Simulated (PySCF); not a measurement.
LaH (triplet)

```yaml
atoms:
  - { symbol: La, position_ang: [0.0000, 0.0000, -0.0149] }
  - { symbol: H, position_ang: [0.0000, 0.0000, 2.0591] }
```

The calculation used PySCF, PBE0/x2c-TZVPall, spin-free X2C-1e, Gaussian nucleus, at a bond length of 2.074 Å.

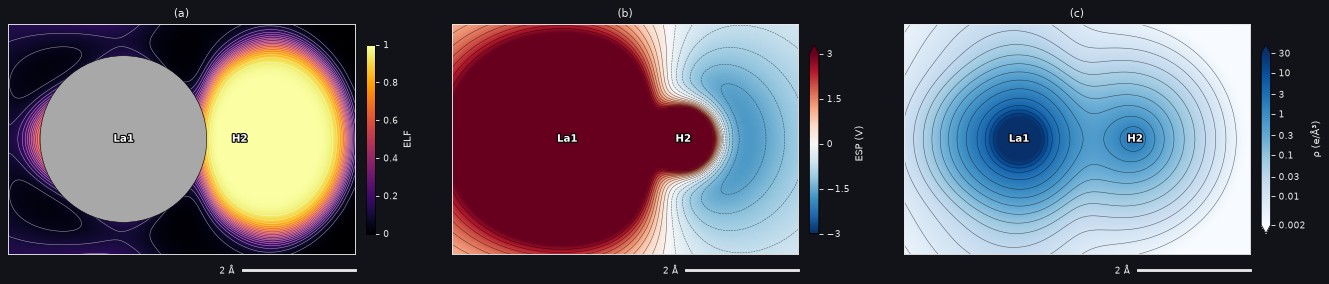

Figure 1. (a) ELF; (b) electrostatic potential; (c) electron density on a plane that holds the molecular axis. Grey discs cover the atomic cores in the ELF map.

**Interpret the plot.**

Atoms in the plane: La and H. La–H (2.07 Å): the density is about 0.84 e/Å³ at the midpoint; the ELF climbs to about 1 towards the hydrogen. Outside the dense part of the molecule the potential is most negative (−1.7 V) near H2.

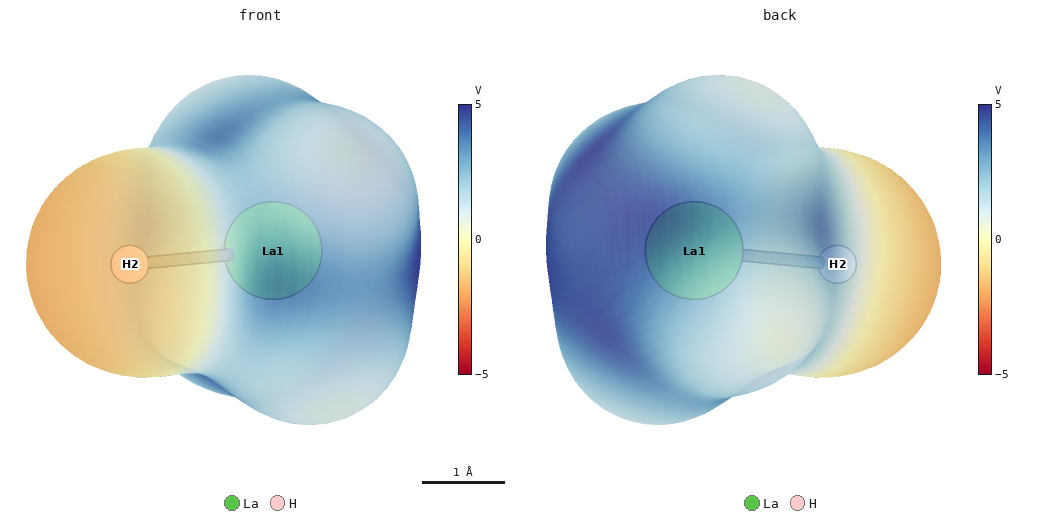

Figure 2. The molecular electrostatic potential painted on the density surface at 0.004 e/bohr³, seen from the front and from behind; the colour scale runs from red (negative) to blue (positive).

**Describe the electrostatic potential map.**

The most negative region (about −1.7 V) lies over H2, the most positive (about +4.8 V) over La1.
